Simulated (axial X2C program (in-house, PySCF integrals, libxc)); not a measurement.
**All-electron X2C curves of GeP⁺**

Aim: find the lowest determinant of GeP⁺, scan the bond at several levels and fit the constants, once spin-free and once with spin–orbit coupling.

The runs use an in-house X2C program for linear molecules on PySCF integrals; all-electron X2C, Ge dyall-cv3z, P dyall-v3z.

All values are calculated.

**1. Set-up**

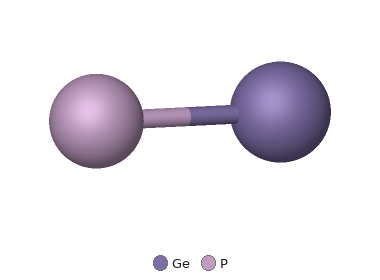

The two atoms at 2.130 Å (germanium purple, phosphorus pink).

Contents of task.json:

```json
{"zs": [32, 15], "q": 1, "bas": ["dyall-cv3z", "dyall-v3z"], "levels": ["PBE0", "HF", "M06"], "cc": true, "r0": 2.13, "thr": -1.0, "nmax": 90, "npts": 10, "nst": 2, "ntry": 6}
```

Keys: zs atomic numbers; q charge; bas basis sets; levels methods (HF also brings MP2); cc coupled cluster on or off; r0 starting distance in Å; thr threshold in hartree for freezing inner shells (an s shell follows its p shell); nmax most natural virtual spinors; npts points asked for on the curve; nst determinants followed; ntry starts of the search.

Launch:

```console
$ python so2c.py task.json out
```

Spin-free means the one-electron spin-free X2C Hamiltonian; two-component (2c) means X2C with spin–orbit coupling and atomic mean-field two-electron Coulomb and Gaunt terms. Basis: Ge dyall-cv3z contracted to [9s9p7d4f1g], P dyall-v3z contracted to [8s7p2d1f]; Gaussian nuclei, density fitting. Masses: Ge 73.921 u, P 30.974 u.

Notation: σ, π±, δ± give the projection m of an orbital's angular momentum (0, ±1, ±2), α and β its spin, Λ and M_S the sums; ω is the projection of a spinor's total angular momentum and Ω the sum. Logs are in hartree.

The results follow Hamiltonian by Hamiltonian and level by level.

**2. Which state to follow**

PBE0 moves the distance from 2.130 Å to 2.313 Å and compares determinants there.

Spin-free determinants:

```
ΔE (eV)           state                              open shells
   0.00  M_S = 1, Λ = 0           beyond closed shells: π+α, π-α
   0.75  M_S = 1, Λ = 1  beyond closed shells: σα, π+α, π+β, π-α
   0.84  M_S = 0, Λ = 2           beyond closed shells: π+α, π+β
   0.84  M_S = 0, Λ = 0           beyond closed shells: π+β, π-α
   0.97  M_S = 0, Λ = 1  beyond closed shells: σβ, π+α, π+β, π-α
   1.92  M_S = 2, Λ = 1   beyond closed shells: σα, 2 × π+α, π-α
   2.62  M_S = 1, Λ = 1   beyond closed shells: σβ, 2 × π+α, π-α
```

Two-component determinants:

| ΔE (eV) | state | open shells |
| --- | --- | --- |
| 0.00 | Ω = 1 | excess of +ω over −ω: ω = -1/2, ω = 3/2 |
| 0.71 | Ω = 2 | excess of +ω over −ω: ω = 1/2, ω = 3/2 |
| 0.79 | Ω = 0 | closed shell |
| 0.90 | Ω = 0 | closed shell |
| 1.01 | Ω = 1 | excess of +ω over −ω: 2 × ω = 1/2 |
| 1.99 | Ω = 3 | excess of +ω over −ω: 2 × ω = 3/2 |
| 2.55 | Ω = 0 | excess of +ω over −ω: 3 × ω = 1/2, ω = -3/2 |

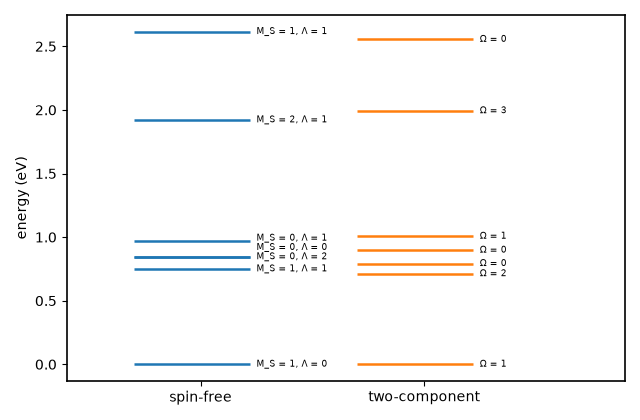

The determinants found, each set from its own lowest.

**3. PBE0, spin-free**

State followed: M_S = 1, Λ = 0 (beyond closed shells: π+α, π-α). The scan is laid around 2.313 Å, a first estimate of the minimum, and this SCF restarts from the orbitals of the search.

The SCF at the reference distance of 2.313 Å:

```text
spin-free X2C-1e  PBE0
basis functions 154  fitting functions 907  grid points 5082
iter        total energy     max residual
   1      -2440.308478817     1.45e-05
   2      -2440.308478819     6.81e-06
converged
one-electron -3602.50673513  Coulomb 1155.25845288  exact exchange -25.24122097  xc functional -77.63525802  nuclear repulsion 109.81628242
```

Along the bond, energies from the lowest point:

```csv
R (Å),E (eV),μ (D),HOMO (eV),LUMO (eV),iterations
2.012,0.7863,1.08,-13.35,-11.20,21
2.105,0.3218,0.82,-13.30,-10.89,17
2.174,0.1242,0.61,-13.25,-10.67,14
2.244,0.0242,0.41,-13.18,-10.48,12
2.313,0.0000,0.22,-13.11,-10.30,2
2.394,0.0441,-0.01,-13.00,-10.12,13
2.475,0.1454,-0.22,-12.89,-9.96,13
2.579,0.3333,-0.48,-12.73,-9.80,14
2.706,0.6152,-0.77,-12.53,-9.67,12
2.891,1.0627,-1.13,-12.24,-9.59,15
```

Dipoles are positive if P is the positive end and refer to the centre of mass.

Outer orbitals at the reference distance:

| symmetry | occupied | ε (eV) | atomic character |
| --- | --- | --- | --- |
| σα | yes | -24.06 | 59% P s, 23% Ge s, 9% Ge p |
| σβ | yes | -22.34 | 47% P s, 36% Ge s, 7% Ge p |
| σα | yes | -19.33 | 55% Ge s, 22% P s, 14% P p |
| σβ | yes | -18.43 | 44% Ge s, 32% P s, 12% P p |
| π+α | yes | -13.91 | 74% P p, 20% Ge p, 4% Ge d |
| π-α | yes | -13.91 | 74% P p, 20% Ge p, 4% Ge d |
| σα | yes | -13.52 | 48% P p, 36% Ge p, 10% Ge s |
| σβ | yes | -13.11 | 48% P p, 38% Ge p, 8% Ge s |
| π-β | no | -10.30 | 49% Ge p, 47% P p, 2% Ge d |
| π+β | no | -10.30 | 49% Ge p, 47% P p, 2% Ge d |
| π-α | no | -9.01 | 74% Ge p, 20% P p, 4% P d |
| π+α | no | -9.01 | 74% Ge p, 20% P p, 4% P d |

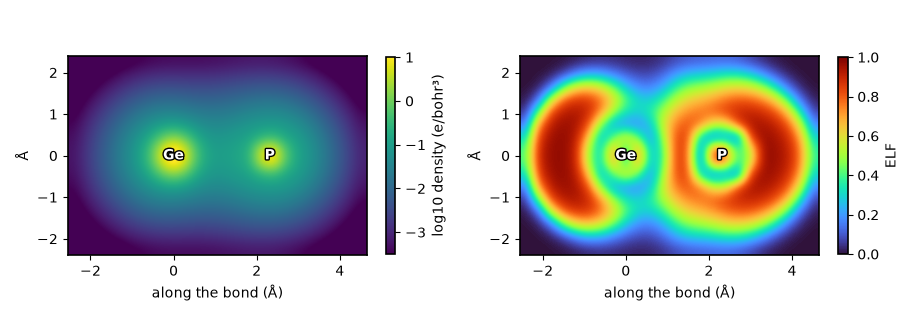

PBE0 fields in a plane through the axis, from a grid of 0.3 Å; Ge lies at z = 0 and P at z = 2.313 Å; the ELF is damped to zero where the density is low.

Re = 2.304 Å, ωe = 393 cm⁻¹, ωexe = 1.17 cm⁻¹, Be = 0.1454 cm⁻¹, De = 2.74 eV, μ = 0.24 D.

**4. HF, spin-free**

The SCF at the reference distance of 2.313 Å:

```text
spin-free X2C-1e  HF
basis functions 154  fitting functions 907  grid points 5082
iter        total energy     max residual
   1      -2438.396883713     2.87e-01
   2      -2438.424574087     1.03e-02
   3      -2438.426189829     1.52e-02
   4      -2438.426654521     7.46e-03
   5      -2438.426797170     1.19e-03
   6      -2438.426843175     1.30e-03
   7      -2438.426846725     3.64e-04
   8      -2438.426847305     5.31e-05
   9      -2438.426847342     3.89e-05
  10      -2438.426847352     1.10e-05
  11      -2438.426847354     6.52e-06
  12      -2438.426847355     5.63e-06
  13      -2438.426847356     1.78e-06
converged
one-electron -3602.39841631  Coulomb 1155.26629706  exact exchange -101.11101053  xc functional 0.00000000  nuclear repulsion 109.81628242
```

Re = 2.295 Å, ωe = 395 cm⁻¹, Be = 0.1466 cm⁻¹, De = 1.22 eV, μ = -0.33 D.

**5. M06, spin-free**

The SCF at the reference distance of 2.313 Å:

```text
spin-free X2C-1e  M06
basis functions 154  fitting functions 907  grid points 5082
iter        total energy     max residual
   1      -2440.697903095     1.49e-01
   2      -2440.702620714     4.13e-03
   3      -2440.702652005     6.37e-03
   4      -2440.702750612     9.78e-04
   5      -2440.702756837     1.14e-03
   6      -2440.702763531     1.58e-04
   7      -2440.702763543     1.46e-04
   8      -2440.702763658     1.03e-05
   9      -2440.702763659     4.02e-06
converged
one-electron -3602.67053455  Coulomb 1155.43206278  exact exchange -27.26146406  xc functional -76.01911025  nuclear repulsion 109.81628242
```

Re = 2.316 Å, ωe = 389 cm⁻¹, ωexe = 1.1 cm⁻¹, Be = 0.144 cm⁻¹, De = 2.89 eV, μ = 0.11 D.

**6. MP2 and beyond, spin-free**

Correlated methods: 8 electrons correlated (frozen shells, counted by type: Ge 3 s, 2 p, 1 d; P 2 s, 1 p), 206 virtual spinors in MP2, 88 natural virtuals in coupled cluster.

Output of the correlated part at 2.313 Å:

```text
correlated 8  virtual 206  natural virtual 88  E(MP2) -0.157533180  MP2 remainder -0.002901073
iter   CCSD correlation   residual
   1     -0.176799380   1.29e-01
   2     -0.186048477   5.33e-02
   3     -0.186973468   1.74e-02
   4     -0.187245866   8.46e-03
   5     -0.187306941   3.93e-03
   6     -0.187310631   1.39e-03
   7     -0.187322421   4.95e-04
   8     -0.187322794   1.64e-04
   9     -0.187321842   5.87e-05
  10     -0.187322110   1.87e-05
  11     -0.187322103   7.34e-06
(T) -0.009082521  T1 0.0381  D1 0.0622  max T2 0.083
```

T1 in the output is the amplitude norm over the root of the electron number; divide by √2 for the Lee–Taylor value.

MP2: Re = 2.298 Å, ωe = 408 cm⁻¹, Be = 0.1463 cm⁻¹, De = 2.17 eV.

CCSD: Re = 2.310 Å, ωe = 389 cm⁻¹, ωexe = 1.48 cm⁻¹, Be = 0.1447 cm⁻¹, De = 2.21 eV. T1 at Re = 0.027 (Lee–Taylor, the printed value over √2).

CCSD(T): Re = 2.318 Å, ωe = 384 cm⁻¹, ωexe = 1.36 cm⁻¹, Be = 0.1437 cm⁻¹, De = 2.34 eV. T1 at Re = 0.027 (Lee–Taylor, the printed value over √2).

**7. A higher determinant, spin-free**

State: M_S = 1, Λ = 1 (beyond closed shells: σα, π+α, π+β, π-α).

Output at the reference distance:

```text
spin-free X2C-1e  PBE0
basis functions 154  fitting functions 907  grid points 5082
iter        total energy     max residual
   1      -2440.280935049     6.10e-05
   2      -2440.280935083     4.86e-05
   3      -2440.280935085     4.88e-05
   4      -2440.280935098     1.54e-05
   5      -2440.280935099     1.43e-05
converged
one-electron -3601.89914429  Coulomb 1154.62795641  exact exchange -25.22577943  xc functional -77.60025021  nuclear repulsion 109.81628242
```

```
R (Å)  E above the lowest PBE0 point (eV)
2.012                               0.822
2.105                               0.637
2.174                               0.613
2.244                               0.658
2.313                               0.750
2.394                               0.891
2.475                               1.043
2.579                               1.231
2.706                               1.432
```

Re = 2.160 Å, ωe = 433 cm⁻¹, Be = 0.1655 cm⁻¹, μ = 0.15 D. Te = 0.61 eV.

**8. The spin-free curves together**

Energy (eV) of the followed determinant, spin-free, from each level's lowest point:

```csv
R (Å),PBE0,HF,MP2,CCSD,CCSD(T),M06
2.012,0.786,0.761,0.795,n/a,n/a,0.842
2.105,0.322,0.298,0.319,0.342,0.363,0.358
2.174,0.124,0.107,0.118,0.136,0.150,0.147
2.244,0.024,0.016,0.020,0.030,0.036,0.035
2.313,0.000,0.000,0.000,0.000,0.000,0.000
2.394,0.044,0.052,0.052,0.038,0.031,0.033
2.475,0.145,0.155,0.163,0.132,0.118,0.126
2.579,0.333,0.334,0.365,0.305,0.286,0.306
2.706,0.615,0.568,0.695,n/a,n/a,0.582
2.891,1.063,0.808,1.193,n/a,n/a,1.026
```

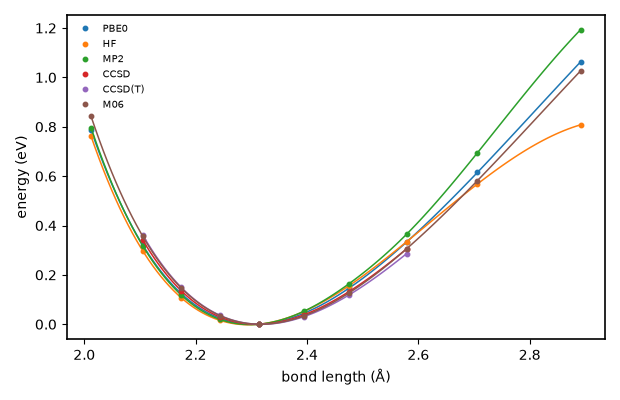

Curves of the followed state, spin-free, each from its own lowest point.

**9. PBE0, 2c**

State followed: Ω = 1 (excess of +ω over −ω: ω = -1/2, ω = 3/2). The scan is laid around 2.313 Å, a first estimate of the minimum, and this SCF restarts from the orbitals of the search.

The SCF at the reference distance of 2.313 Å:

```text
two-component X2C + atomic mean field  PBE0
basis functions 154  fitting functions 907  grid points 5082
iter        total energy     max residual
   1      -2439.589796811     5.32e-05
   2      -2439.589796865     3.45e-05
   3      -2439.589796898     3.86e-05
   4      -2439.589796906     1.04e-05
converged
one-electron -3600.65937258  Coulomb 1154.86373619  exact exchange -25.23264008  xc functional -77.60878319  nuclear repulsion 109.81628242  atomic mean-field constant -0.76901966
```

Along the bond, energies from the lowest point:

| R (Å) | E (eV) | μ (D) | HOMO (eV) | LUMO (eV) | iterations |
| --- | --- | --- | --- | --- | --- |
| 2.012 | 0.7883 | 1.08 | -13.36 | -11.24 | 25 |
| 2.105 | 0.3238 | 0.82 | -13.30 | -10.92 | 19 |
| 2.174 | 0.1256 | 0.62 | -13.25 | -10.71 | 15 |
| 2.244 | 0.0249 | 0.42 | -13.18 | -10.51 | 12 |
| 2.313 | 0.0000 | 0.22 | -13.11 | -10.34 | 4 |
| 2.394 | 0.0433 | 0.00 | -13.00 | -10.15 | 13 |
| 2.475 | 0.1437 | -0.22 | -12.89 | -10.00 | 13 |
| 2.579 | 0.3305 | -0.48 | -12.73 | -9.85 | 13 |
| 2.706 | 0.6109 | -0.77 | -12.53 | -9.72 | 14 |
| 2.891 | 1.0551 | -1.11 | -12.24 | -9.64 | 16 |

Dipoles are positive if P is the positive end and refer to the centre of mass.

Outer spinors at the reference distance:

```csv
ω,occupied,ε (eV),atomic character,λ mixture
1/2,yes,-24.06,"59% P s, 23% Ge s, 9% Ge p",100% σ
-1/2,yes,-22.34,"47% P s, 36% Ge s, 7% Ge p",100% σ
1/2,yes,-19.33,"55% Ge s, 22% P s, 14% P p",100% σ
-1/2,yes,-18.43,"44% Ge s, 32% P s, 12% P p",100% σ
-1/2,yes,-13.93,"73% P p, 20% Ge p, 4% Ge d",100% π
3/2,yes,-13.88,"74% P p, 20% Ge p, 4% Ge d",100% π
1/2,yes,-13.51,"48% P p, 37% Ge p, 10% Ge s",100% σ
-1/2,yes,-13.11,"48% P p, 38% Ge p, 8% Ge s",100% σ
1/2,no,-10.34,"50% Ge p, 46% P p, 2% Ge d",100% π
-3/2,no,-10.26,"48% Ge p, 48% P p, 2% Ge d",100% π
-1/2,no,-9.06,"74% Ge p, 20% P p, 4% P d",100% π
3/2,no,-8.94,"75% Ge p, 19% P p, 4% P d",100% π
```

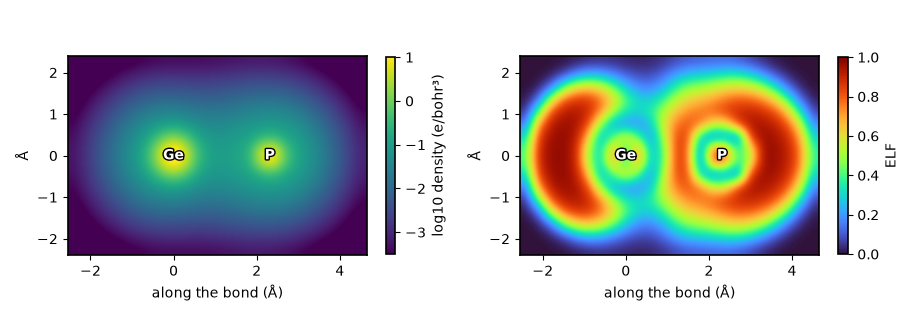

PBE0 fields in a plane through the axis, from a grid of 0.3 Å; Ge lies at z = 0 and P at z = 2.313 Å; the ELF is damped to zero where the density is low.

Re = 2.305 Å, ωe = 393 cm⁻¹, ωexe = 1.18 cm⁻¹, Be = 0.1453 cm⁻¹, De = 2.71 eV, μ = 0.24 D.

**10. HF, 2c**

The SCF at the reference distance of 2.313 Å:

```text
two-component X2C + atomic mean field  HF
basis functions 154  fitting functions 907  grid points 5082
iter        total energy     max residual
   1      -2437.678933943     2.87e-01
   2      -2437.706601605     1.03e-02
   3      -2437.708216368     1.51e-02
   4      -2437.708680287     7.46e-03
   5      -2437.708823761     1.19e-03
   6      -2437.708871474     1.34e-03
   7      -2437.708876033     4.07e-04
   8      -2437.708877735     2.35e-04
   9      -2437.708878755     3.18e-04
  10      -2437.708880682     3.66e-04
  11      -2437.708882369     2.27e-04
  12      -2437.708883697     1.99e-04
  13      -2437.708884444     1.78e-04
  14      -2437.708885022     1.35e-04
  15      -2437.708885573     7.63e-05
  16      -2437.708886015     6.72e-05
  17      -2437.708886225     4.37e-05
  18      -2437.708886289     2.44e-05
  19      -2437.708886309     1.32e-05
  20      -2437.708886316     6.95e-06
  21      -2437.708886318     4.50e-06
  22      -2437.708886319     1.70e-06
converged
one-electron -3600.55273186  Coulomb 1154.87321567  exact exchange -101.07663288  xc functional 0.00000000  nuclear repulsion 109.81628242  atomic mean-field constant -0.76901966
```

No constants are quoted: the solution changes its character somewhere along the scan, so the fit is set aside.

**11. M06, 2c**

Output at 2.313 Å:

```text
two-component X2C + atomic mean field  M06
basis functions 154  fitting functions 907  grid points 5082
iter        total energy     max residual
   1      -2439.979451257     1.49e-01
   2      -2439.984171542     4.13e-03
   3      -2439.984204542     6.39e-03
   4      -2439.984303118     9.98e-04
   5      -2439.984309776     1.15e-03
   6      -2439.984316676     1.59e-04
   7      -2439.984316865     1.45e-04
   8      -2439.984317098     5.85e-05
   9      -2439.984317218     2.66e-05
  10      -2439.984317238     1.12e-05
  11      -2439.984317240     3.39e-06
converged
one-electron -3600.82307860  Coulomb 1155.03723274  exact exchange -27.25219543  xc functional -75.99353870  nuclear repulsion 109.81628242  atomic mean-field constant -0.76901966
```

Re = 2.317 Å, ωe = 388 cm⁻¹, Be = 0.1439 cm⁻¹, De = 2.67 eV, μ = 0.12 D.

**12. MP2 and beyond, 2c**

Correlated methods: 8 electrons correlated (frozen shells, counted by type: Ge 3 s, 2 p, 1 d; P 2 s, 1 p), 206 virtual spinors in MP2, 90 natural virtuals in coupled cluster.

Output of the correlated part at 2.313 Å:

```text
correlated 8  virtual 206  natural virtual 90  E(MP2) -0.157393024  MP2 remainder -0.002744768
iter   CCSD correlation   residual
   1     -0.176772893   1.29e-01
   2     -0.186023316   5.35e-02
   3     -0.186962605   1.78e-02
   4     -0.187251953   8.99e-03
   5     -0.187325266   4.45e-03
   6     -0.187332996   1.85e-03
   7     -0.187349847   9.68e-04
   8     -0.187349956   6.07e-04
   9     -0.187346880   3.90e-04
  10     -0.187348563   2.12e-04
  11     -0.187349907   1.27e-04
  12     -0.187351140   8.41e-05
  13     -0.187351240   5.90e-05
  14     -0.187351071   3.12e-05
  15     -0.187351042   1.50e-05
  16     -0.187351116   7.90e-06
  17     -0.187351193   4.27e-06
  18     -0.187351219   2.64e-06
  19     -0.187351237   1.72e-06
(T) -0.009111282  T1 0.0396  D1 0.0680  max T2 0.083
```

MP2: No constants are quoted: the reference changes its character somewhere along the scan, so the fit is set aside.

CCSD: No constants are quoted: the reference changes its character somewhere along the scan, so the fit is set aside.

CCSD(T): No constants are quoted: the reference changes its character somewhere along the scan, so the fit is set aside.

**13. A higher determinant, 2c**

State: Ω = 2 (excess of +ω over −ω: ω = 1/2, ω = 3/2).

Output at the reference distance:

```text
two-component X2C + atomic mean field  PBE0
basis functions 154  fitting functions 907  grid points 5082
iter        total energy     max residual
   1      -2439.563638871     7.20e-05
   2      -2439.563638884     6.26e-05
   3      -2439.563638928     3.74e-05
   4      -2439.563638949     3.07e-05
   5      -2439.563638973     1.25e-05
   6      -2439.563638986     1.29e-05
   7      -2439.563638987     1.26e-05
converged
one-electron -3600.08039403  Coulomb 1154.26207151  exact exchange -25.21774224  xc functional -77.57483699  nuclear repulsion 109.81628242  atomic mean-field constant -0.76901966
```

```csv
R (Å),E above the lowest PBE0 point (eV)
2.012,0.790
2.105,0.605
2.174,0.580
2.244,0.623
2.313,0.712
2.394,0.848
2.475,0.995
2.579,1.176
2.706,1.371
```

Re = 2.162 Å, ωe = 430 cm⁻¹, Be = 0.1653 cm⁻¹, μ = 0.17 D. Te = 0.58 eV.

**14. The 2c curves together**

Energy (eV) of the followed determinant, 2c, from each level's lowest point:

```
R (Å)   PBE0  HF (jumps)  MP2 (its reference jumps)  CCSD (its reference jumps)  CCSD(T) (its reference jumps)    M06
2.012  0.788       0.758                      0.822                         n/a                            n/a  0.819
2.105  0.324       0.301                      0.321                       0.344                          0.364  0.358
2.174  0.126       0.109                      0.118                       0.137                          0.151  0.148
2.244  0.025       0.017                      0.019                       0.030                          0.037  0.036
2.313  0.000       0.000                      0.000                       0.000                          0.000  0.000
2.394  0.043       0.050                      0.056                       0.038                          0.030  0.033
2.475  0.144       0.150                      0.182                       0.133                          0.119  0.124
2.579  0.331       0.314                      0.440                       0.317                          0.296  0.303
2.706  0.611       0.480                      0.866                         n/a                            n/a  0.577
2.891  1.055       0.596                      1.209                         n/a                            n/a  1.014
```

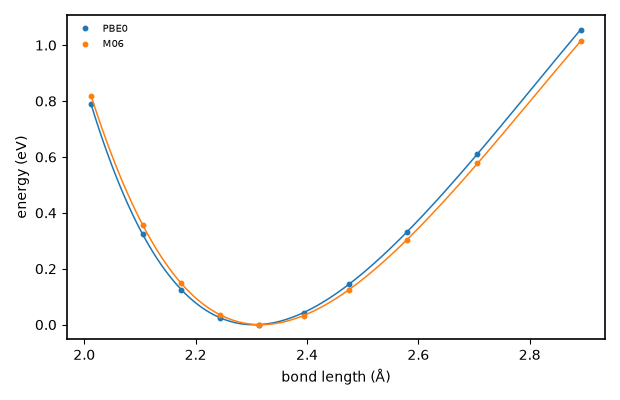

Curves of the followed state, 2c, each from its own lowest point. Left out: HF, MP2, CCSD, CCSD(T).

The whole job took 2.1 min on 1 thread of Arm Neoverse V1, shared host; peak memory 0.51 GiB.

**15. Constants**

Lowest determinant that the search found at its distance, spin-free: M_S = 1, Λ = 0 (beyond closed shells: π+α, π-α).

Lowest determinant that the search found at its distance, 2c: Ω = 1 (excess of +ω over −ω: ω = -1/2, ω = 3/2).

| Hamiltonian | level | Re (Å) | ωe (cm⁻¹) | De (eV) | μ (D) |
| --- | --- | --- | --- | --- | --- |
| spin-free | PBE0 | 2.304 | 393 | 2.74 | 0.24 |
| spin-free | HF | 2.295 | 395 | 1.22 | -0.33 |
| spin-free | MP2 | 2.298 | 408 | 2.17 | n/a |
| spin-free | CCSD | 2.310 | 389 | 2.21 | n/a |
| spin-free | CCSD(T) | 2.318 | 384 | 2.34 | n/a |
| spin-free | M06 | 2.316 | 389 | 2.89 | 0.11 |
| 2c | PBE0 | 2.305 | 393 | 2.71 | 0.24 |
| 2c | M06 | 2.317 | 388 | 2.67 | 0.12 |

Dipoles are positive if P is the positive end and refer to the centre of mass. No constants: 2c HF (the solution changes its character somewhere along the scan, so the fit is set aside); 2c MP2 (the reference changes its character somewhere along the scan, so the fit is set aside); 2c CCSD (the reference changes its character somewhere along the scan, so the fit is set aside); 2c CCSD(T) (the reference changes its character somewhere along the scan, so the fit is set aside).

Time per point (s) on 1 thread of Arm Neoverse V1, shared host (2c runs); the times are rough: PBE0 0.67, M06 1.1.

In words: At PBE0, going from spin-free to two-component changes Re by +1 mÅ, ωe by -0.2 %; the spin-free picture holds up (part of it comes from the scalar share of the two-electron terms). De moves by -0.03 eV; both De rest on single-determinant atoms, which can miss part of an open shell's spin–orbit lowering.

De refers to Ge+ + P, each in the lowest determinant found, which need not be this curve's own limit. Each curve is one determinant whose occupation by symmetry is held fixed; it was picked as the lowest of a PBE0 search that is not exhaustive. Dissociation energies refer to the lowest single-determinant-based atoms at the same level and basis. Density functionals use the spin component along the axis (collinear). CCSD and (T) use frozen natural virtuals with an MP2 correction for the truncation. The meta-GGAs lack a current-density term, which matters for open shells with orbital currents, atoms included. With several unpaired electrons one determinant need not be a pure state. The spin-free determinant is spin-contaminated at some levels, which hurts MP2 most. With the outer-core shells frozen, correlated bond lengths of heavy atoms tend to come out a few hundredths of an ångström too long. T1 at Re is 0.027 (Lee–Taylor), above the customary mark of 0.02.
